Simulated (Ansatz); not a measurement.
# Abstraction of Cl: SiH2(SiH3)Cl + SnH3 → SiH3(SiH2) + SnH3Cl

Species: SiH2(SiH3)Cl, singlet; SnH3 `[SnH3]`, doublet; SiH3(SiH2), doublet; SnH3Cl `[Cl][SnH3]`, singlet. A radical takes Cl: the energy is the difference in strength between the Si–Cl bond broken and the Sn–Cl bond made.

Shapes, held fixed at every level: PBE0-D4/def2-TZVP. Programs: Ansatz 0.2.0. The zero-point and thermal change to 298 K, harmonic and unscaled (PBE0-D4/def2-TZVP), is -0.6 kJ/mol.

```json
{"level": "MP2/def2-TZVPP", "kind": "perturbation theory", "ΔH(298 K) (kJ/mol)": "+54.2", "less CCSD(T)/def2-TZVPP": "+2.9"}
{"level": "HF/def2-SVP", "kind": "Hartree–Fock", "ΔH(298 K) (kJ/mol)": "+42.0", "less CCSD(T)/def2-TZVPP": "-9.3"}
{"level": "HF/def2-TZVPP", "kind": "Hartree–Fock", "ΔH(298 K) (kJ/mol)": "+46.3", "less CCSD(T)/def2-TZVPP": "-5.0"}
{"level": "B3LYP-D4/def2-TZVPP", "kind": "global hybrid", "ΔH(298 K) (kJ/mol)": "+52.5", "less CCSD(T)/def2-TZVPP": "+1.2"}
{"level": "BHLYP-D4/def2-TZVPP", "kind": "global hybrid", "ΔH(298 K) (kJ/mol)": "+52.4", "less CCSD(T)/def2-TZVPP": "+1.1"}
{"level": "PBE0-D4/def2-TZVPP", "kind": "global hybrid", "ΔH(298 K) (kJ/mol)": "+49.3", "less CCSD(T)/def2-TZVPP": "-2.0"}
{"level": "CCSD(T)/def2-TZVPP", "kind": "coupled cluster or CI", "ΔH(298 K) (kJ/mol)": "+51.3", "less CCSD(T)/def2-TZVPP": "0.0"}
```

The highest level, CCSD(T)/def2-TZVPP, gives ΔH(298 K) = +51.3 kJ/mol; the levels span +42.0 to +54.2. The column of differences is taken from that level and isn't an error. No measured value is set beside it here. Open shells run unrestricted. For atoms past krypton def2 sets carry core potentials with scalar relativity. Outer-core shells of Sn are correlated, in sets that cover them unevenly.

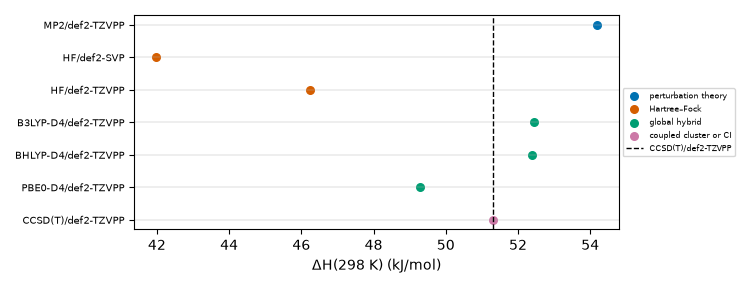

The values of the table, level by level.
